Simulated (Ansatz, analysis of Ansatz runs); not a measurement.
# Migration in MgB2C2 (Pnnm): Li_i hop between interstitial places, charge +1

Aim: the barrier of one jump in MgB2C2 (Pnnm) at charge +1: Li_i hop between interstitial places. The model is a cell of 60 host atoms with 1 Li put in; Li is the atom that moves.

Method: plane-wave PAW DFT, PBEsol; nudged elastic band between two relaxed defect structures at fixed charge in a uniform background, in Ansatz 0.2.0.

## Step 1: The starting structure

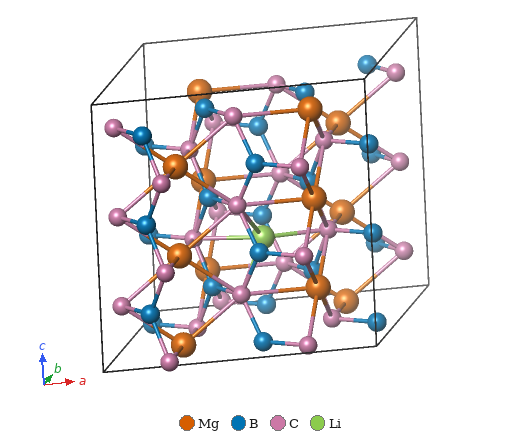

The starting structure, seen slightly off an axis (magnesium orange, boron blue, carbon pink, lithium green). Some periodic images of atoms are drawn too.

The cell holds 61 atoms: 12 Mg, 24 B, 24 C and 1 Li. Its edges and angles: a = 8.529 Å, b = 8.529 Å, c = 8.298 Å, α = 90.0°, β = 90.0°, γ = 65.6°. It derives from MgB2C2 (space group Pnnm). Nearest the centre at fractional (0.760, 0.217, 0.319): Li61 at 1.28 Å, B32 at 1.66 Å, B30 at 1.85 Å, C38 at 2.01 Å, Mg23 at 2.12 Å, C15 at 2.43 Å, C13 at 2.43 Å, C40 at 2.47 Å. The cell carries charge +1.

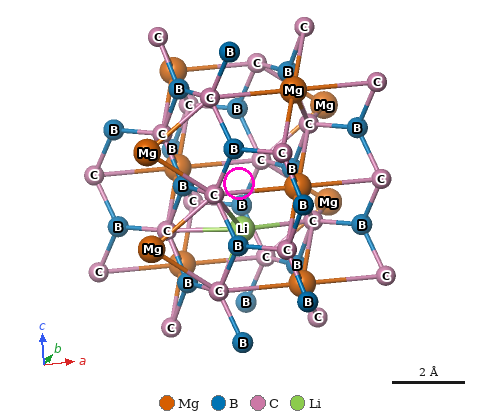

The atoms within 5 Å of the centre. A ring marks the centre wherever it is empty.

The cell's shortest repeat is 8.3 Å.

## Step 2: Relaxation of the start point, charge +1

A barrier is counted from a minimum, so both ends are relaxed first. Small random displacements break the symmetry of the ideal sites, so that the defect can distort if it gains by it. The charge of +1 is set by the electron count, and a uniform background keeps the cell neutral.

Contents of qp1.start/input.yaml:

```yaml
crystal:
  lattice:
    - [4.61704896, 7.1710112, 0.0]
    - [-4.61704896, 7.1710112, 0.0]
    - [0.0, 0.0, 8.29768848]
  atoms:
    - { symbol: Mg, position: [0.0, 0.5, 0.16666667] }
    - { symbol: Mg, position: [0.5, 0.0, 0.16666667] }
    - { symbol: Mg, position: [0.0, 0.0, 0.0] }
    - { symbol: Mg, position: [0.5, 0.5, 0.0] }
    - { symbol: B, position: [0.30686491, 0.42274145, 0.16666667] }
    - { symbol: B, position: [0.80686491, 0.92274145, 0.16666667] }
    - { symbol: B, position: [0.19313509, 0.07725855, 0.16666667] }
    - { symbol: B, position: [0.69313509, 0.57725855, 0.16666667] }
    - { symbol: B, position: [0.42274145, 0.80686491, 0.0] }
    - { symbol: B, position: [0.92274145, 0.30686491, 0.0] }
    - { symbol: B, position: [0.07725855, 0.69313509, 0.0] }
    - { symbol: B, position: [0.57725855, 0.19313509, 0.0] }
    - { symbol: C, position: [0.00257364, 0.21824658, 0.16666667] }
    - { symbol: C, position: [0.50257364, 0.71824658, 0.16666667] }
    - { symbol: C, position: [0.49742636, 0.28175342, 0.16666667] }
    - { symbol: C, position: [0.99742636, 0.78175342, 0.16666667] }
    - { symbol: C, position: [0.21824658, 0.50257364, 0.0] }
    - { symbol: C, position: [0.71824658, 0.00257364, 0.0] }
    - { symbol: C, position: [0.28175342, 0.99742636, 0.0] }
    - { symbol: C, position: [0.78175342, 0.49742636, 0.0] }
    - { symbol: Mg, position: [0.0, 0.5, 0.5] }
    - { symbol: Mg, position: [0.5, 0.0, 0.5] }
    - { symbol: Mg, position: [0.0, 0.0, 0.33333333] }
    - { symbol: Mg, position: [0.5, 0.5, 0.33333333] }
    - { symbol: B, position: [0.30686491, 0.42274145, 0.5] }
    - { symbol: B, position: [0.80686491, 0.92274145, 0.5] }
    - { symbol: B, position: [0.19313509, 0.07725855, 0.5] }
    - { symbol: B, position: [0.69313509, 0.57725855, 0.5] }
    - { symbol: B, position: [0.42274145, 0.80686491, 0.33333333] }
    - { symbol: B, position: [0.92274145, 0.30686491, 0.33333333] }
    - { symbol: B, position: [0.07725855, 0.69313509, 0.33333333] }
    - { symbol: B, position: [0.57725855, 0.19313509, 0.33333333] }
    - { symbol: C, position: [0.00257364, 0.21824658, 0.5] }
    - { symbol: C, position: [0.50257364, 0.71824658, 0.5] }
    - { symbol: C, position: [0.49742636, 0.28175342, 0.5] }
    - { symbol: C, position: [0.99742636, 0.78175342, 0.5] }
    - { symbol: C, position: [0.21824658, 0.50257364, 0.33333333] }
    - { symbol: C, position: [0.71824658, 0.00257364, 0.33333333] }
    - { symbol: C, position: [0.28175342, 0.99742636, 0.33333333] }
    - { symbol: C, position: [0.78175342, 0.49742636, 0.33333333] }
    - { symbol: Mg, position: [0.0, 0.5, 0.83333333] }
    - { symbol: Mg, position: [0.5, 0.0, 0.83333333] }
    - { symbol: Mg, position: [0.0, 0.0, 0.66666667] }
    - { symbol: Mg, position: [0.5, 0.5, 0.66666667] }
    - { symbol: B, position: [0.30686491, 0.42274145, 0.83333333] }
    - { symbol: B, position: [0.80686491, 0.92274145, 0.83333333] }
    - { symbol: B, position: [0.19313509, 0.07725855, 0.83333333] }
    - { symbol: B, position: [0.69313509, 0.57725855, 0.83333333] }
    - { symbol: B, position: [0.42274145, 0.80686491, 0.66666667] }
    - { symbol: B, position: [0.92274145, 0.30686491, 0.66666667] }
    - { symbol: B, position: [0.07725855, 0.69313509, 0.66666667] }
    - { symbol: B, position: [0.57725855, 0.19313509, 0.66666667] }
    - { symbol: C, position: [0.00257364, 0.21824658, 0.83333333] }
    - { symbol: C, position: [0.50257364, 0.71824658, 0.83333333] }
    - { symbol: C, position: [0.49742636, 0.28175342, 0.83333333] }
    - { symbol: C, position: [0.99742636, 0.78175342, 0.83333333] }
    - { symbol: C, position: [0.21824658, 0.50257364, 0.66666667] }
    - { symbol: C, position: [0.71824658, 0.00257364, 0.66666667] }
    - { symbol: C, position: [0.28175342, 0.99742636, 0.66666667] }
    - { symbol: C, position: [0.78175342, 0.49742636, 0.66666667] }
    - { symbol: Li, position: [0.769781, 0.184633, 0.167734] }
total_charge: 1
basis:
  ecutwfc: 420
  xc_grid: 2
hamiltonian:
  xc: pbesol
kpoints:
  mp_grid: { grid: [1, 1, 1] }
scf:
  occupations: { method: fixed }
  max_iter: 100
output:
  forces: true
relax:
  f_tol: 0.02
  max_steps: 70
  random_displacement: { amplitude: 0.03, seed: 9350 }
```

Started as:

```
$ ansatz run input.yaml --threads 4 --pin off --max-ram 7536MiB --backend cpu --events-out ev --progress --plain --runs-dir out
```

Numbers of over 12 decimals in the logs are rounded to 6 here.

The log of the run:

```text
[... repeated set-up lines and file paths are left out, and long positions are rounded to six places ...]
The last accepted step is kept in <dir> (removed where the run ends without a failure and the disk answers)
Engine: ansatz 0.2.0, aarch64-unknown-linux-gnu
Pseudopotentials: kind: paw
Pseudopotential: Mg, paw, valence charge 10, recommended cutoff 420 eV (normal), Mg.paw.azcp
Pseudopotential: B, paw, valence charge 3, recommended cutoff 420 eV (normal), B.paw.azcp
Pseudopotential: C, paw, valence charge 4, recommended cutoff 420 eV (normal), C.paw.azcp
Pseudopotential: Li, paw, valence charge 3, recommended cutoff 420 eV (normal), Li.paw.azcp
Functional definition: PBEsol
  exchange = pbesol_x
  correlation = pbesol_c
Crystal: 61 atoms, lattice volume = 549.455 Å³
Basis set: ecut = 420 eV, 10723 PW (Γ), exchange–correlation on 120×120×120 points (8 copies of the dense FFT grid, shifted against one another)
Bands: 206, of which v1, the nominal top of the filled ones, is band 145 counted from 1 (144 counted from 0)
Symmetry: 1 space group operations
k-points: 1
Non-local potential: Mg, projectors of the file, l = 0: 3, l = 1: 2, l = 2: 1
Non-local potential: B, projectors of the file, l = 0: 2, l = 1: 2, l = 2: 1
Non-local potential: C, projectors of the file, l = 0: 2, l = 1: 2, l = 2: 1
Non-local potential: Li, projectors of the file, l = 0: 3, l = 1: 2, l = 2: 1
PAW form: soft (Blöchl's): semilocal exchange-correlation on the pseudo side does not see the compensation charge
PAW frozen core: Mg, regenerated for the run's functional, and the local potential with it (the file was generated under x = pbe(κ = 0.804, μ = 0.219515), c = pbe(β = 0.066725))
PAW frozen core: B, regenerated for the run's functional, and the local potential with it (the file was generated under x = pbe(κ = 0.804, μ = 0.219515), c = pbe(β = 0.066725))
PAW frozen core: C, regenerated for the run's functional, and the local potential with it (the file was generated under x = pbe(κ = 0.804, μ = 0.219515), c = pbe(β = 0.066725))
PAW one-centre angular grid: Mg, 110 points (default); XC on 64 Gauss nodes
PAW one-centre angular grid: B, 110 points (default); XC on 64 Gauss nodes
PAW one-centre angular grid: C, 110 points (default); XC on 64 Gauss nodes
PAW one-centre angular grid: Li, 110 points (default); XC on 64 Gauss nodes
Initial density: superposition of atomic densities (neutral atoms scaled as one to the charged cell's electrons: chi_scale 0, normalization atom), corrected by the library's trained network
Initial wavefunctions: pseudopotential atomic-orbital guess
Functional: x = pbesol(κ = 0.804, μ = 0.123457), c = pbesol(β = 0.046)
SCF iter   1: F=—  HF=-32749.501753 eV  |F-HF|=—  |Δ(HF+E_count)|=         —  Δρ=1.06e-2  dr2=5.90e-1  ethr=1.77e-3  ⟨swp⟩=5.0  Hψ=634  notcnv=0  defer=59
preconditioner: auto → Resta (q_TF=auto, 2.453 Å⁻¹)  ε∞=4.2  [insulator: Δε(μ)=1.176 eV  Ē_g=12.308 eV  n_scr=148 (ndim 8)  ℏωp=22.0 eV  f_vac=0.004  ε∞_Penn≈4.2]
SCF iter   2: F=—  HF=-32749.365544 eV  |F-HF|=—  |Δ(HF+E_count)|=   1.36e-1  Δρ=5.80e-3  dr2=1.84e-1  ethr=2.03e-4  ⟨swp⟩=2.0  Hψ=216  notcnv=0  defer=59
SCF iter   3: F=—  HF=-32749.304141 eV  |F-HF|=—  |Δ(HF+E_count)|=   6.14e-2  Δρ=9.08e-4  dr2=6.63e-3  ethr=6.35e-5  ⟨swp⟩=2.0  Hψ=225  notcnv=0  defer=39
automatic band count: iteration 3 solves 186 bands in place of 206: the levels show a gap, and the empty bands left out lie too high to hold charge; the band table lists the bands solved (type scf.n_extra_bands for more)
SCF iter   4: F=—  HF=-32749.303150 eV  |F-HF|=—  |Δ(HF+E_count)|=   9.91e-4  Δρ=3.03e-4  dr2=4.42e-4  ethr=2.29e-6  ⟨swp⟩=2.0  Hψ=249  notcnv=0  defer=39
SCF iter   5: F=—  HF=-32749.303119 eV  |F-HF|=—  |Δ(HF+E_count)|=   3.08e-5  Δρ=9.06e-5  dr2=3.18e-5  ethr=1.53e-7  ⟨swp⟩=2.0  Hψ=283  notcnv=0  defer=39
SCF iter   6: F=-32749.303119 eV  HF=-32749.303119 eV  |F-HF|=1.58e-7  |Δ(HF+E_count)|=   5.19e-7  Δρ=1.68e-5  dr2=1.87e-6  ethr=3.45e-9  ⟨swp⟩=4.0  Hψ=536  notcnv=0
SCF 1 converged in 6 iterations: F = -32749.303119 eV  dr2 = 1.87e-6
  greatest PAW one-centre occupation: 1.000 electrons in one spin orbital (limit 2), on the Li atom at site 60 (counted from 0), in its partial waves of l = 0
relax step   1: F+E_penalty+E_count = -32749.30311883 eV  Δ(F+E_penalty+E_count) = +0.000e0 eV  max|allowed force component| = 1.796e0 eV/Å  Δτ_max = 0.0000 Å  (6 SCF iters, dr2 threshold 1.00e-5 eV, accepted)
[... the SCF cycles and remarks between the steps are left out from here to the last step ...]
relax step   2: F+E_penalty+E_count = -32750.38124058 eV  Δ(F+E_penalty+E_count) = -1.078e0 eV  max|allowed force component| = 9.255e-1 eV/Å  Δτ_max = 0.1013 Å  (5 SCF iters, dr2 threshold 1.00e-4 eV, accepted)
relax step   3: F+E_penalty+E_count = -32750.74156697 eV  Δ(F+E_penalty+E_count) = -3.603e-1 eV  max|allowed force component| = 2.938e-1 eV/Å  Δτ_max = 0.2000 Å  (5 SCF iters, dr2 threshold 5.35e-5 eV, accepted)
relax step   4: F+E_penalty+E_count = -32750.82814701 eV  Δ(F+E_penalty+E_count) = -8.658e-2 eV  max|allowed force component| = 1.473e-1 eV/Å  Δτ_max = 0.2000 Å  (6 SCF iters, dr2 threshold 8.69e-6 eV, accepted)
relax step   5: F+E_penalty+E_count = -32750.83513969 eV  Δ(F+E_penalty+E_count) = -6.993e-3 eV  max|allowed force component| = 2.783e-2 eV/Å  Δτ_max = 0.0292 Å  (5 SCF iters, dr2 threshold 2.18e-6 eV, accepted)
SCF iter   1: F=—  HF=-32750.836026 eV  |F-HF|=—  |Δ(HF+E_count)|=         —  Δρ=6.96e-4  dr2=2.06e-3  ethr=8.09e-6  ⟨swp⟩=4.0  Hψ=328  notcnv=0  defer=39
automatic band count: iteration 1 solves 186 bands in place of 206: the levels show a gap, and the empty bands left out lie too high to hold charge; the band table lists the bands solved (type scf.n_extra_bands for more)
SCF iter   2: F=—  HF=-32750.835536 eV  |F-HF|=—  |Δ(HF+E_count)|=   4.90e-4  Δρ=3.53e-4  dr2=4.33e-4  ethr=7.11e-7  ⟨swp⟩=2.0  Hψ=195  notcnv=0  defer=38
SCF iter   3: F=—  HF=-32750.835429 eV  |F-HF|=—  |Δ(HF+E_count)|=   1.07e-4  Δρ=4.34e-5  dr2=7.54e-6  ethr=1.49e-7  ⟨swp⟩=2.0  Hψ=241  notcnv=0  defer=37
SCF iter   4: F=—  HF=-32750.835584 eV  |F-HF|=—  |Δ(HF+E_count)|=   1.54e-4  Δρ=1.24e-5  dr2=7.67e-7  ethr=2.60e-9  ⟨swp⟩=2.0  Hψ=275  notcnv=0  defer=35
SCF iter   5: F=-32750.835584 eV  HF=-32750.835584 eV  |F-HF|=1.10e-8  |Δ(HF+E_count)|=   3.37e-8  Δρ=3.20e-6  dr2=6.31e-8  ethr=3.45e-11  ⟨swp⟩=4.0  Hψ=610  notcnv=0
SCF 6 converged in 5 iterations: F = -32750.835584 eV  dr2 = 6.31e-8
relax step   6: F+E_penalty+E_count = -32750.83558384 eV  Δ(F+E_penalty+E_count) = -4.442e-4 eV  max|allowed force component| = 6.342e-3 eV/Å  Δτ_max = 0.0054 Å  (5 SCF iters, accepted)
SCF converged after 5 iterations
Free energy (F): -32750.835584 eV
Harris-Foulkes:  -32750.835584 eV  (|F-HF|=1.10e-8)
Internal energy: -32750.835584 eV  (E = F + TS)
E sigma→0 (E₀):  -32750.835584 eV
Fermi energy:    8.249850 eV
--- Per-component energies (eV) ---
  E_band       = -3690.208657
  E_kinetic    = 4297.812555
  E_local      = -22631.807666  (includes V_loc(G=0)·N_el)
  E_nonlocal   = 2041.749566
  E_hartree    = 7981.729927
  E_xc         = -2283.534540
  E_vxc        = -2820.110406  (∫ρ·V_xc dr)
  E_paw        = -7484.471581  (= ΣΔE_a)
  E_vpaw       = -541.313144  (= ΣTr[D̂ρ^β])
  E_aug_tail   = 0.000147  (compensation charges beyond the density's cutoff)
  E_ewald      = -14673.879815
  E_core_change = 1.565822  (= ΣΔE_core)
  E_smearing   = -0.000000  (= −TS)
  E_closure    = -0.000000  (closes the sum)
  E_deformation_potential = 16.899714  (in the stress; not in F)
  Σ components = -32750.835584   (vs F -32750.835584, Δ=0.00e0)
--- Forces (eV/Å), atoms counted from 1 ---
  atom   1  Mg     0.00091281     0.00159294     0.00025308
  atom   2  Mg    -0.00076235    -0.00141861     0.00028090
  [... 10 atoms left out ...]
  atom  13  C      0.00416094     0.00033547    -0.00044049
  [... 1 atom left out ...]
  atom  15  C     -0.00467287    -0.00041838     0.00015192
  [... 7 atoms left out ...]
  atom  23  Mg     0.00037417     0.00324503     0.00220898
  atom  24  Mg     0.00003749    -0.00361637     0.00199229
  [... 5 atoms left out ...]
  atom  30  B      0.00259972    -0.00199904    -0.00360587
  [... 1 atom left out ...]
  atom  32  B     -0.00213638     0.00233816    -0.00322008
  [... 2 atoms left out ...]
  atom  35  C      0.00070029     0.00364104     0.00068974
  [... 2 atoms left out ...]
  atom  38  C      0.00463601    -0.00634190     0.00244706
  [... 1 atom left out ...]
  atom  40  C     -0.00529198     0.00576622     0.00243557
  [... 20 atoms left out ...]
  atom  61  Li     0.00083368     0.00055035     0.00059791
  max |Σ_I F_I| component: 1.97e-5 eV/Å
--- Relaxed structure (6 steps of the walk, 6 accepted, 0 SCFs on fresh bases) ---
  F+E_penalty+E_count = -32750.83558384 eV   max|allowed force component| = 6.342e-3 eV/Å
  atoms:
    - { symbol: Mg, position: [-0.007247, 0.502532, 0.166683] }
    - { symbol: Mg, position: [0.508128, -0.004504, 0.166681] }
    [... 10 atoms left out ...]
    - { symbol: C, position: [0.011185, 0.210492, 0.166687] }
    [... 1 atom left out ...]
    - { symbol: C, position: [0.489699, 0.287531, 0.166684] }
    [... 7 atoms left out ...]
    - { symbol: Mg, position: [0.023037, -0.014087, 0.335638] }
    - { symbol: Mg, position: [0.477826, 0.512132, 0.335643] }
    [... 5 atoms left out ...]
    - { symbol: B, position: [0.934328, 0.298141, 0.335315] }
    [... 1 atom left out ...]
    - { symbol: B, position: [0.566552, 0.199884, 0.335311] }
    [... 2 atoms left out ...]
    - { symbol: C, position: [0.488612, 0.284995, 0.500693] }
    [... 2 atoms left out ...]
    - { symbol: C, position: [0.720623, 0.014421, 0.332812] }
    [... 1 atom left out ...]
    - { symbol: C, position: [0.780265, 0.483604, 0.332813] }
    [... 20 atoms left out ...]
    - { symbol: Li, position: [0.750427, 0.249027, 0.166649] }
```

Wall time 12 s (4 threads of Arm Neoverse V1, shared host); peak memory 0.65 GiB; 44 s of CPU time.

Relaxation path:

```
step  energy less that of the first step (eV)  largest force component (eV/Å)
   1                                   0.0000                          1.7963
   2                                  -1.0781                          0.9255
   3                                  -1.4384                          0.2938
   4                                  -1.5250                          0.1472
   5                                  -1.5320                          0.0278
   6                                  -1.5325                          0.0063
```

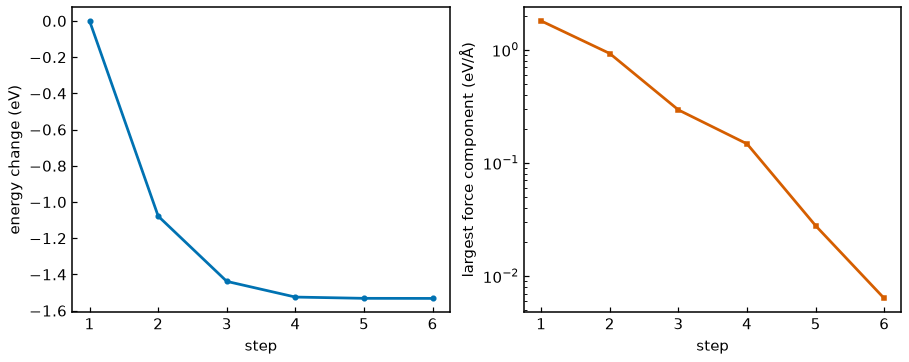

Energy and largest force along the relaxation.

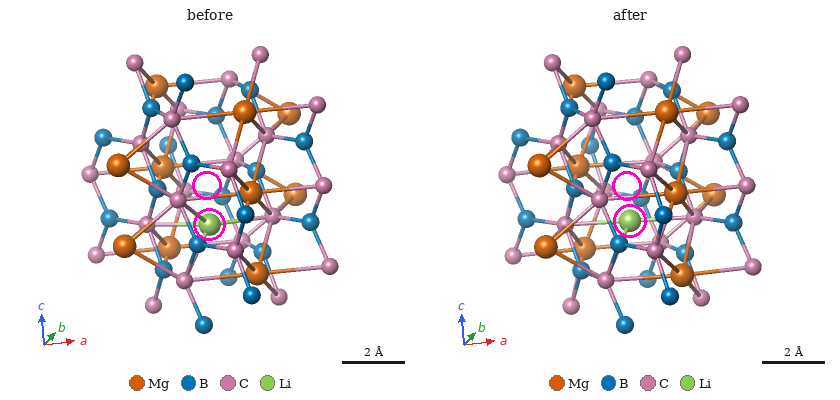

Before and after: the atoms that start within 5 Å of the centre. Li61, which moves most, is ringed if it is among them. A ring with no atom in it marks the empty centre.

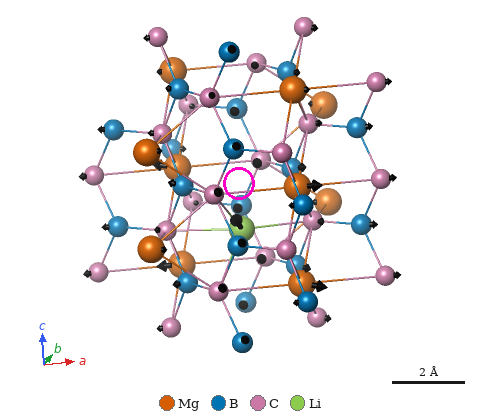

Displacements in the relaxation from the typed sites near the centre, exaggerated; the longest in the cell stands for 0.50 Å. A ring marks the centre wherever it is empty.

The atoms that moved most (Å, from the sites as typed, ahead of the random displacement):

```
atom      dx      dy      dz  length
Li61  -0.387   0.322  -0.009   0.503
 Mg3   0.171   0.063  -0.019   0.184
Mg23   0.171   0.063   0.019   0.183
Mg24  -0.159  -0.073   0.019   0.176
 Mg4  -0.158  -0.073  -0.019   0.176
 C40   0.057  -0.111  -0.004   0.125
 C20   0.057  -0.111   0.005   0.125
  B8   0.058  -0.109   0.000   0.123
```

Neighbours of Li61 at the end:

```
atom  distance (Å)
 C15         2.109
 C13         2.109
 B12         2.266
 B10         2.267
 B32         2.267
 B30         2.267
  B8         2.517
  B6         2.517
 C20         2.528
 C18         2.528
 C40         2.528
 C38         2.528
```

Numbers from this step:

* free energy: -32750.8356 eV
* largest move from the ideal geometry of this structure, a common shift of the far atoms taken out: 0.5189 Å

The relaxation gained 1.532 eV and ended with a largest force component of 0.0063 eV/Å.

(Continued in part 2 of 4.)

[Logs are printed without paths, hosts, clocks, repeated set-up lines and the standing remarks that a program may print on its own settings, such as how far it seeks lower states.]

[Hosts, paths, dates, database ids (printed as entryN), source tags and the programs' standing remarks are cut or masked in the printed files.]
